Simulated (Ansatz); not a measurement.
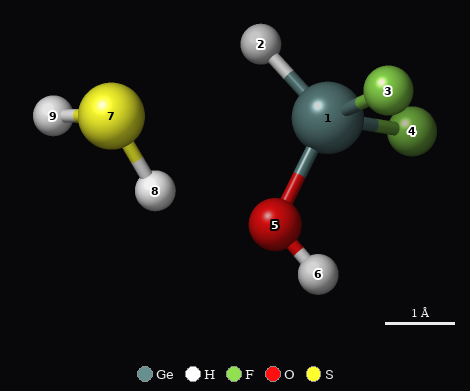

The structure as given in the input (ball-and-stick view, seen at a tilt; atoms are numbered from 1 in the order of the input). Sticks mark near contacts. Bond lengths as drawn: F–Ge 1.73 Å, Ge–H 1.52 Å, Ge–O 1.76 Å, H–O 0.97 Å and H–S 1.35 Å.

# Run report: GeH₄SOF₂, nudged elastic band

GeH₄SOF₂, computed with RKS B3LYP/def2-SVP (Ansatz 0.2.0).

One setting was made poor on purpose. It belongs to a series of runs on one base structure; here: band between the two ends. Figures and captions count atoms from 1; the log counts them from 0 in places.

**The input**
```yaml
crystal:
  periodic: [false, false, false]
  atoms:
    - { symbol: Ge, position_ang: [-0.174404, 0.261992, -0.032713] }
    - { symbol: H, position_ang: [0.343631, 0.614797, 1.347542] }
    - { symbol: F, position_ang: [1.059318, 0.331184, -1.243997] }
    - { symbol: F, position_ang: [-1.342528, 1.419223, -0.583928] }
    - { symbol: O, position_ang: [-0.945325, -1.32225, -0.079974] }
    - { symbol: H, position_ang: [-1.447301, -1.478258, -0.893512] }
    - { symbol: S, position_ang: [1.805005, -2.573827, 1.623034] }
    - { symbol: H, position_ang: [0.671844, -2.708299, 0.894143] }
    - { symbol: H, position_ang: [1.114661, -2.538961, 2.786503] }
basis:
  gaussian: { orbitals: def2-SVP }
hamiltonian:
  xc: b3lyp
neb:
  order_check: false
  images: 7
  f_tol: 0.2
  max_iterations: 60
  final_atoms:
    - { symbol: Ge, position_ang: [0.14909836, -0.65473749, -0.53589056] }
    - { symbol: H, position_ang: [0.42557896, -0.2617755, 3.76201102] }
    - { symbol: F, position_ang: [0.77087348, 0.13642536, -1.94224919] }
    - { symbol: F, position_ang: [-0.0050455, 0.55728327, 0.68594731] }
    - { symbol: O, position_ang: [-1.50975712, -1.16149963, -0.81127129] }
    - { symbol: H, position_ang: [-1.58941635, -1.83645831, -1.50088942] }
    - { symbol: S, position_ang: [1.6127683, -2.21318156, 0.00330981] }
    - { symbol: H, position_ang: [0.89918971, -2.57180472, 1.09872719] }
    - { symbol: H, position_ang: [0.33161117, 0.01134957, 3.05740312] }
  initial_path:
    images:
      - { positions_ang: [[-0.174404, 0.261992, -0.032713], [0.343631, 0.614797, 1.347542], [1.059318, 0.331184, -1.243997], [-1.342528, 1.419223, -0.583928], [-0.945325, -1.32225, -0.079974], [-1.447301, -1.478258, -0.893512], [1.805005, -2.573827, 1.623034], [0.671844, -2.708299, 0.894143], [1.114661, -2.538961, 2.786503]] }
      - { positions_ang: [[-0.14089499, 0.19872174, -0.01616691], [0.27922907, 0.45074068, 1.49280509], [1.17022731, 0.26057456, -1.09030745], [-1.22845575, 1.40978855, -0.5465699], [-0.93177641, -1.34975004, -0.19472713], [-1.40717051, -1.59003623, -0.6079616], [1.69606189, -2.43322447, 1.39026683], [0.65248187, -2.82458878, 0.81942552], [0.9951985, -2.11662501, 2.57033355]] }
      - { positions_ang: [[-0.10738597, 0.13545149, 0.00037917], [0.21482714, 0.28668436, 1.63806818], [1.28113662, 0.18996512, -0.93661789], [-1.11438349, 1.40035409, -0.50921181], [-0.91822781, -1.37725007, -0.30948025], [-1.36704001, -1.70181445, -0.32241119], [1.58711879, -2.29262195, 1.15749965], [0.63311974, -2.94087856, 0.74470803], [0.875736, -1.69428903, 2.35416411]] }
      - { positions_ang: [[-0.07387696, 0.07218123, 0.01692526], [0.15042521, 0.12262804, 1.78333127], [1.39204593, 0.11935568, -0.78292834], [-1.00031124, 1.39091964, -0.47185371], [-0.90467922, -1.40475011, -0.42423338], [-1.32690952, -1.81359268, -0.03686079], [1.47817568, -2.15201942, 0.92473248], [0.61375762, -3.05716834, 0.66999055], [0.7562735, -1.27195304, 2.13799466]] }
      - { positions_ang: [[-0.04036794, 0.00891098, 0.03347135], [0.08602328, -0.04142828, 1.92859436], [1.50295524, 0.04874624, -0.62923879], [-0.88623899, 1.38148519, -0.43449562], [-0.89113063, -1.43225015, -0.53898651], [-1.28677902, -1.9253709, 0.24868962], [1.36923257, -2.01141689, 0.69196531], [0.59439549, -3.17345813, 0.59527307], [0.636811, -0.84961705, 1.92182521]] }
      - { positions_ang: [[0.00699864, -0.15700114, -0.10886913], [0.1709122, -0.09651509, 2.38694852], [1.3199348, 0.07066602, -0.95749139], [-0.66594062, 1.17543471, -0.15438488], [-1.04578725, -1.36456252, -0.6070577], [-1.36243835, -1.90314276, -0.18870514], [1.43011651, -2.06185806, 0.51980143], [0.67059404, -3.02304477, 0.7211366], [0.56051104, -0.6343754, 2.20571969]] }
      - { positions_ang: [[0.05436521, -0.32291325, -0.25120961], [0.25580112, -0.15160189, 2.84530269], [1.13691436, 0.0925858, -1.28574399], [-0.44564225, 0.96938423, 0.12572585], [-1.20044387, -1.29687489, -0.6751289], [-1.43809768, -1.88091461, -0.6260999], [1.49100044, -2.11229922, 0.34763756], [0.7467926, -2.87263142, 0.84700013], [0.48421108, -0.41913374, 2.48961417]] }
      - { positions_ang: [[0.10173179, -0.48882537, -0.39355008], [0.34069004, -0.2066887, 3.30365686], [0.95389392, 0.11450558, -1.61399659], [-0.22534387, 0.76333375, 0.40583658], [-1.3551005, -1.22918726, -0.74320009], [-1.51375702, -1.85868646, -1.06349466], [1.55188437, -2.16274039, 0.17547368], [0.82299116, -2.72221807, 0.97286366], [0.40791112, -0.20389208, 2.77350864]] }
      - { positions_ang: [[0.14909836, -0.65473749, -0.53589056], [0.42557896, -0.2617755, 3.76201102], [0.77087348, 0.13642536, -1.94224919], [-0.0050455, 0.55728327, 0.68594731], [-1.50975712, -1.16149963, -0.81127129], [-1.58941635, -1.83645831, -1.50088942], [1.6127683, -2.21318156, 0.00330981], [0.89918971, -2.57180472, 1.09872719], [0.33161117, 0.01134957, 3.05740312]] }
```

Machine: 4 threads of Arm Neoverse V2, 24 GiB of memory available, shared host.

Run as:
```bash
ansatz run input.yaml --threads 4 --pin off --max-ram 5120MiB --backend cpu --events-out ev --progress --plain --runs-dir out
```

**What the program printed**
```
Engine: ansatz 0.2.0, aarch64-unknown-linux-gnu
Functional definition: B3LYP
  parameter a0 = 0.2
  parameter ax = 0.72
  parameter ac = 0.81
  exchange = (1 - a0 - ax)*slater_x + ax*b88_x + a0*exact_x
  correlation = (1 - ac)*vwn_rpa_c + ac*lyp_c
1149 factors; integrals over basis functions are off by at most 2.5e-4 eV
mean field evaluation 1: about -74880.1585 eV, gradient 6.7e1 eV
mean field evaluation 2: about -74865.2910 eV, gradient 1.2e2 eV
mean field evaluation 4: about -74887.3632 eV, gradient 5.6e0 eV
mean field evaluation 8: about -74887.4285 eV, gradient 4.3e-2 eV
mean field -74887.42847074 eV, -2752.0622357776 hartree, gradient 5.6e-5 eV, S^2 0.000000; 0 other end points of the search recorded, 0 dependent functions left out
the calculation of the forces begins
reference -74887.42870542 eV, -2752.0622444019 hartree; 39, 39 occupied and 73, 73 virtual orbitals, 1149 factors
1139 factors; integrals over basis functions are off by at most 1.0e-3 eV
mean field evaluation 16: about -74879.8486 eV, gradient 6.8e1 eV
mean field -74887.43390990 eV, -2752.0624356630 hartree, gradient 2.4e-5 eV, S^2 0.000000; 0 other end points of the search recorded, 0 dependent functions left out
[... from here on the field's lines of each further geometry are left out, up to the last ...]
NEB iter   1: max|band force component| = 9.482e1 eV/Å  barrier→ = 15.2992 eV  barrier← = 15.3046 eV  Δτ_max = 0.2000 Å  (247 SCF iters)
NEB iter   2: max|band force component| = 1.522e1 eV/Å  barrier→ = 3.0074 eV  barrier← = 3.0128 eV  Δτ_max = 0.2000 Å  (238 SCF iters)
NEB iter   3: max|band force component| = 1.021e1 eV/Å  barrier→ = 2.8314 eV  barrier← = 2.8368 eV  Δτ_max = 0.2000 Å  (219 SCF iters)
NEB iter   4: max|band force component| = 3.753e0 eV/Å  barrier→ = 2.4801 eV  barrier← = 2.4855 eV  Δτ_max = 0.2000 Å  (221 SCF iters)
NEB iter   5: max|band force component| = 2.101e0 eV/Å  barrier→ = 1.8491 eV  barrier← = 1.8546 eV  Δτ_max = 0.1896 Å  (217 SCF iters)
NEB iter   6: max|band force component| = 1.028e0 eV/Å  barrier→ = 1.6711 eV  barrier← = 1.6765 eV  Δτ_max = 0.1950 Å  (210 SCF iters)
NEB iter   7: max|band force component| = 1.566e0 eV/Å  barrier→ = 1.5196 eV  barrier← = 1.5250 eV  Δτ_max = 0.1001 Å  (208 SCF iters)
NEB iter   8: max|band force component| = 1.493e0 eV/Å  barrier→ = 1.7061 eV  barrier← = 1.7116 eV  Δτ_max = 0.1024 Å  (207 SCF iters)
NEB iter   9: max|band force component| = 7.940e-1 eV/Å  barrier→ = 1.7916 eV  barrier← = 1.7971 eV  Δτ_max = 0.1014 Å  (208 SCF iters)
NEB iter  10: max|band force component| = 6.770e-1 eV/Å  barrier→ = 1.8985 eV  barrier← = 1.9040 eV  Δτ_max = 0.1008 Å  (207 SCF iters)
NEB iter  11: max|band force component| = 8.128e-1 eV/Å  barrier→ = 2.0122 eV  barrier← = 2.0176 eV  CI = image 4  Δτ_max = 0.2000 Å  (207 SCF iters)
NEB iter  12: max|band force component| = 9.495e-1 eV/Å  barrier→ = 2.2120 eV  barrier← = 2.2174 eV  CI = image 4  Δτ_max = 0.1019 Å  (210 SCF iters)
NEB iter  13: max|band force component| = 4.512e-1 eV/Å  barrier→ = 2.3616 eV  barrier← = 2.3670 eV  CI = image 4  Δτ_max = 0.1984 Å  (207 SCF iters)
NEB iter  14: max|band force component| = 5.231e-1 eV/Å  barrier→ = 2.3156 eV  barrier← = 2.3211 eV  CI = image 4  Δτ_max = 0.1009 Å  (212 SCF iters)
NEB iter  15: max|band force component| = 3.035e-1 eV/Å  barrier→ = 2.2764 eV  barrier← = 2.2819 eV  CI = image 4  Δτ_max = 0.1007 Å  (206 SCF iters)
NEB iter  16: max|band force component| = 3.025e-1 eV/Å  barrier→ = 2.2665 eV  barrier← = 2.2719 eV  CI = image 4  Δτ_max = 0.0999 Å  (205 SCF iters)
NEB iter  17: max|band force component| = 2.287e-1 eV/Å  barrier→ = 2.2587 eV  barrier← = 2.2641 eV  CI = image 4  Δτ_max = 0.1001 Å  (207 SCF iters)
the calculation of the forces begins
reference -74887.42253205 eV, -2752.0620175346 hartree; 39, 39 occupied and 73, 73 virtual orbitals, 1140 factors
1151 factors; integrals over basis functions are off by at most 5.7e-4 eV
mean field evaluation 1120: about -74885.1766 eV, gradient 1.5e-5 eV
mean field -74885.17663598 eV, -2751.9794823766 hartree, gradient 9.8e-6 eV, S^2 0.000000; 1 other end points of the search recorded, 0 dependent functions left out
the calculation of the forces begins
reference -74885.17685460 eV, -2751.9794904108 hartree; 39, 39 occupied and 73, 73 virtual orbitals, 1151 factors
NEB iter  18: max|band force component| = 1.496e-1 eV/Å  barrier→ = 2.2518 eV  barrier← = 2.2573 eV  CI = image 4  Δτ_max = 0.0000 Å  (402 SCF iters)
```

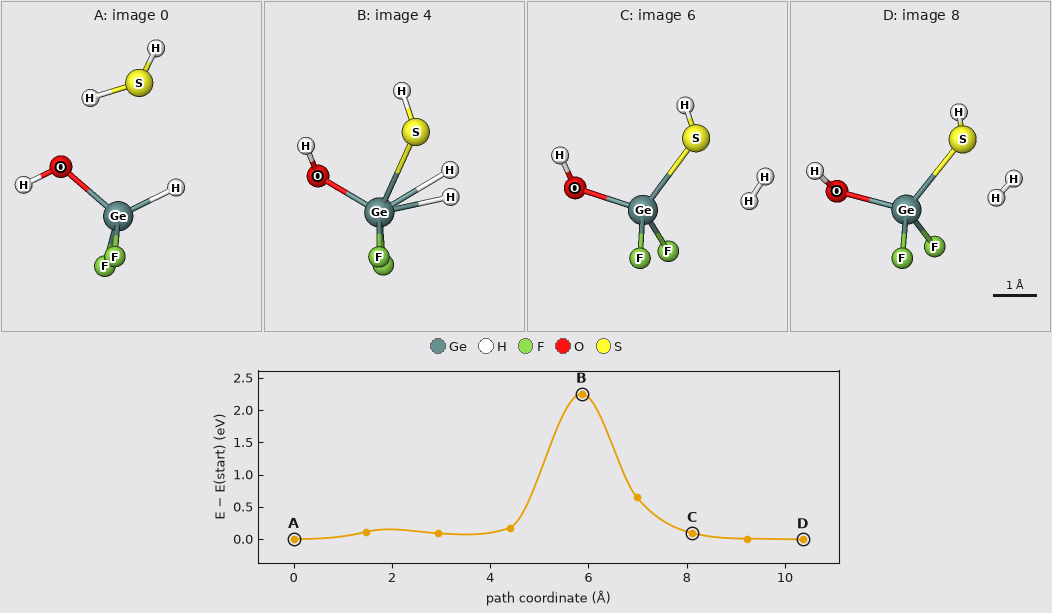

Images of the last band (counted from 0; ball-and-stick, seen at a tilt) above the energy along the path; the line is a cubic interpolation that uses the forces. The highest image is number 4, 2.252 eV above the start and 2.257 eV above the end (the climbing image); the end lies 0.005 eV below the start. A further maximum stands at image 1, 0.109 eV from the start, so the path isn't one elementary step. The path is 10.37 Å long. The band converged in 18 iterations.

```
Total energy: -74885.17685460 eV, -2751.9794904108 hartree
Atom 0 at     0.006491    -0.271399     0.060588 Å, force    -0.047554     0.055753    -0.079507 eV/Å
Atom 1 at     0.286452     0.036699     1.795335 Å, force    -0.040597     0.087667     0.027436 eV/Å
Atom 2 at     1.343349     0.248845    -0.904737 Å, force     0.046281    -0.002045    -0.048634 eV/Å
Atom 3 at    -0.848699     1.242238     0.154340 Å, force    -0.032555    -0.056070     0.015398 eV/Å
Atom 4 at    -1.304268    -1.267207    -0.557022 Å, force    -0.064561     0.031609    -0.023039 eV/Å
Atom 5 at    -1.014892    -2.170085    -0.755124 Å, force     0.061941     0.021370     0.008689 eV/Å
Atom 6 at     1.427777    -2.181540     0.907430 Å, force     0.004016    -0.083971    -0.039905 eV/Å
Atom 7 at     0.358128    -2.870722     1.377811 Å, force     0.010829    -0.000629     0.033631 eV/Å
Atom 8 at     0.830563    -0.761229     1.738477 Å, force     0.062200    -0.053684     0.105930 eV/Å
Dipole moment:    -0.032748    -0.631638     0.352556 e Å
this run last wrote the band of iteration 18 to [file]
```

**The last band as extended XYZ (Å, eV, eV/Å)**
```
9
Properties=species:S:1:pos:R:3:forces:R:3 image=0 energy=-74887.42847
Ge   -0.1744    0.2620   -0.0327   -0.0035   0.0031  -0.0046
H     0.3436    0.6148    1.3475    0.0018  -0.0012  -0.0002
F     1.0593    0.3312   -1.2440   -0.0012  -0.0002   0.0038
F    -1.3425    1.4192   -0.5839    0.0014  -0.0058  -0.0006
O    -0.9453   -1.3222   -0.0800    0.0015   0.0043   0.0003
H    -1.4473   -1.4783   -0.8935    0.0020   0.0010   0.0026
S     1.8050   -2.5738    1.6230   -0.0088   0.0025   0.0108
H     0.6718   -2.7083    0.8941   -0.0005  -0.0017   0.0010
H     1.1147   -2.5390    2.7865    0.0073  -0.0019  -0.0131
9
Properties=species:S:1:pos:R:3:forces:R:3 image=1 energy=-74887.31948
Ge   -0.2355    0.2636   -0.0745    0.0492  -0.0398  -0.0342
H    -0.0120    0.4846    1.4115    0.0341   0.0165   0.0239
F     1.2240    0.5135   -0.9644    0.0057   0.0339   0.0070
F    -1.3259    1.4764   -0.6763   -0.0302  -0.0765   0.0004
O    -0.8786   -1.3078   -0.5129    0.0480  -0.1486   0.1451
H    -1.7378   -1.3030   -0.9480   -0.1475   0.1602  -0.1644
S     1.6895   -2.5893    1.3523    0.0639   0.0423  -0.0130
H     0.5944   -3.3454    1.5888   -0.0318   0.0492  -0.0162
H     1.7667   -2.1869    2.6406    0.0087  -0.0372   0.0515
9
Properties=species:S:1:pos:R:3:forces:R:3 image=2 energy=-74887.33918
Ge   -0.3556    0.4145   -0.1545    0.0218   0.0875  -0.0505
H    -0.1748    0.4478    1.3595   -0.0090   0.1099   0.0413
F     1.1990    0.6034   -0.9021   -0.0704  -0.1114   0.0102
F    -1.2370    1.7881   -0.7205   -0.0397  -0.0722   0.0579
O    -1.2228   -0.9868   -0.7646    0.1036   0.1125   0.0008
H    -0.8660   -1.7845   -0.3465    0.0363  -0.0979  -0.0203
S     1.4280   -2.6956    1.1971   -0.0165  -0.0402   0.0077
H     0.6723   -3.6729    1.7501    0.0053  -0.0010   0.0027
H     1.6418   -2.1083    2.3986   -0.0314   0.0129  -0.0498
9
Properties=species:S:1:pos:R:3:forces:R:3 image=3 energy=-74887.25435
Ge   -0.2530    0.1769    0.0750   -0.0466  -0.0273   0.0150
H     0.0909    0.2200    1.5586   -0.0566   0.0798   0.0535
F     1.2065    0.2630   -0.8511    0.0163   0.0574  -0.0632
F    -1.1414    1.6109   -0.2764   -0.0807   0.1048  -0.0960
O    -1.2568   -1.1467   -0.4878    0.0105  -0.0741  -0.0985
H    -0.7301   -1.9254   -0.7324   -0.0168   0.1598   0.0857
S     1.4396   -2.6051    1.0571    0.0893   0.0316   0.1139
H     0.3435   -3.1125    1.6618   -0.0388  -0.0522   0.0651
H     1.3857   -1.4756    1.8123    0.1234  -0.2798  -0.0755
9
Properties=species:S:1:pos:R:3:forces:R:3 image=4 energy=-74885.17664
Ge    0.0065   -0.2714    0.0606   -0.0476   0.0558  -0.0795
H     0.2865    0.0367    1.7953   -0.0406   0.0877   0.0274
F     1.3433    0.2488   -0.9047    0.0463  -0.0020  -0.0486
F    -0.8487    1.2422    0.1543   -0.0326  -0.0561   0.0154
O    -1.3043   -1.2672   -0.5570   -0.0646   0.0316  -0.0230
H    -1.0149   -2.1701   -0.7551    0.0619   0.0214   0.0087
S     1.4278   -2.1815    0.9074    0.0040  -0.0840  -0.0399
H     0.3581   -2.8707    1.3778    0.0108  -0.0006   0.0336
H     0.8306   -0.7612    1.7385    0.0622  -0.0537   0.1059
9
Properties=species:S:1:pos:R:3:forces:R:3 image=5 energy=-74886.78001
Ge    0.0891   -0.4771   -0.1640    0.1490  -0.3391  -0.1553
H     0.3401    0.1349    2.3041    0.0524   0.0798   0.3784
F     1.2271    0.2703   -1.2284   -0.0576  -0.0196  -0.2783
F    -0.6274    0.9530    0.5049    0.1827  -0.2334   0.1885
O    -1.3634   -1.2558   -0.7674   -0.0339  -0.0592  -0.2268
H    -1.1733   -2.1889   -0.9480   -0.0848   0.0276  -0.1094
S     1.4016   -2.1635    0.5985   -0.0925   0.1471  -0.2657
H     0.4013   -2.7892    1.2648   -0.0356   0.0697   0.0115
H     0.7898   -0.4781    2.2526   -0.0797   0.3272   0.4570
9
Properties=species:S:1:pos:R:3:forces:R:3 image=6 energy=-74887.33539
Ge    0.0902   -0.5638   -0.3728    0.0145   0.0866  -0.0146
H     0.3780    0.1164    2.7614    0.0400  -0.0212   0.0762
F     0.9970    0.2341   -1.6114   -0.0937  -0.0659  -0.0445
F    -0.4043    0.7403    0.6506    0.0554  -0.1153  -0.0305
O    -1.4401   -1.2236   -0.9221   -0.0305  -0.0433  -0.0885
H    -1.3515   -2.1171   -1.2867    0.0041   0.0837  -0.0238
S     1.4598   -2.0959    0.4361   -0.0069  -0.0286   0.0322
H     0.4913   -2.6489    1.2094    0.0407   0.0453  -0.0243
H     0.8645   -0.4359    2.9525   -0.0234   0.0587   0.1177
9
Properties=species:S:1:pos:R:3:forces:R:3 image=7 energy=-74887.42230
Ge    0.1003   -0.6402   -0.5277    0.0024  -0.0182  -0.0369
H     0.3145   -0.0135    3.0910    0.0312  -0.0218  -0.0332
F     0.7745    0.1153   -1.9303   -0.0115  -0.0118   0.0026
F    -0.1510    0.6067    0.6393   -0.0172   0.0193   0.0281
O    -1.5270   -1.2014   -0.8731   -0.0137   0.0101  -0.0079
H    -1.5678   -1.8700   -1.5722    0.0275   0.0125   0.0217
S     1.5746   -2.1321    0.1515    0.0014  -0.0091   0.0121
H     0.8630   -2.3928    1.2758    0.0076  -0.0003  -0.0196
H     0.7038   -0.4663    3.5629   -0.0275   0.0193   0.0330
9
Properties=species:S:1:pos:R:3:forces:R:3 image=8 energy=-74887.43391
Ge    0.1491   -0.6547   -0.5359   -0.0200  -0.0039  -0.0127
H     0.4256   -0.2618    3.7620   -0.0017   0.0037  -0.0100
F     0.7709    0.1364   -1.9422   -0.0027  -0.0009   0.0043
F    -0.0050    0.5573    0.6859   -0.0002  -0.0009   0.0009
O    -1.5098   -1.1615   -0.8113    0.0268  -0.0024  -0.0049
H    -1.5894   -1.8365   -1.5009   -0.0016   0.0087   0.0090
S     1.6128   -2.2132    0.0033   -0.0086   0.0000   0.0080
H     0.8992   -2.5718    1.0987    0.0062  -0.0015  -0.0048
H     0.3316    0.0114    3.0574    0.0017  -0.0028   0.0102
```

**Key numbers**

| quantity | value |
| --- | --- |
| outcome | converged |
| barrier, forward | 2.252 eV |
| barrier, backward | 2.257 eV |
| wall time | 3.3 min (CPU time 12 min) |
| peak memory | 0.28 GiB |

**Remarks**

A deliberately poor setting: loose force. The order of the saddle point was not checked.
